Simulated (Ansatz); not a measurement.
Starting cell, GaP (zinc blende):

```xyz
2
Lattice="0.0000 2.7257 2.7257 2.7257 0.0000 2.7257 2.7257 2.7257 0.0000" Properties=species:S:1:pos:R:3 pbc="T T T"
P      4.0885     4.0885     4.0885
Ga     0.0000     0.0000     0.0000
```

In each cell atom 2 (Ga, nearest neighbour P at 2.361 Å; its periodic images, 3.9 Å or more away, move with it) moves by s·(1.000, 0.000, 0.000) (along Cartesian x), the rest being held.

The numbers are results of r2SCAN (plane waves to 500 eV, PAW, scalar-relativistic; Ansatz, a program for electronic structure), not measurements. k mesh 8×8×8 (Γ-centred), Fermi-Dirac smearing 0.05 eV. Energies are smeared free energies. GaP was relaxed with its symmetry unable to fall. ΔE is measured from the undisplaced structure.

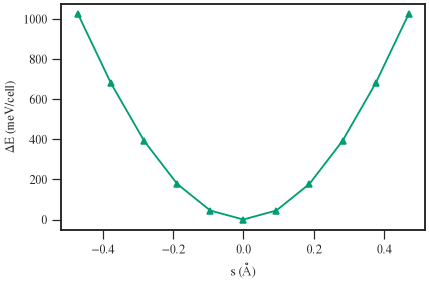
Figure. ΔE (meV/cell) against s (Å); one marker a computed point.

The force along the line at s = -0.470 Å comes out as 3.94 eV/Å and the force constant k = d²E/ds² at s = 0 (finite differences) comes out as 10.2 eV/Å². The energy at s = 0.470 Å is 1024 meV/cell. Harmonic estimate at the end of the scan: ½ks² = 1127 meV/cell against the computed 1024 meV/cell, so the well is softer than harmonic there. Shape of the curve: a single well with its minimum at or next to zero displacement.

The forces along the line at the two nearest points give (0.952 − (-0.952)) / (2·0.094) = 10.13 eV/Å²; the next pair corrects for the finite step.

(A displaced cell: forces are minus the slopes of the energy, force constants its curvatures, and phonons follow from these.)
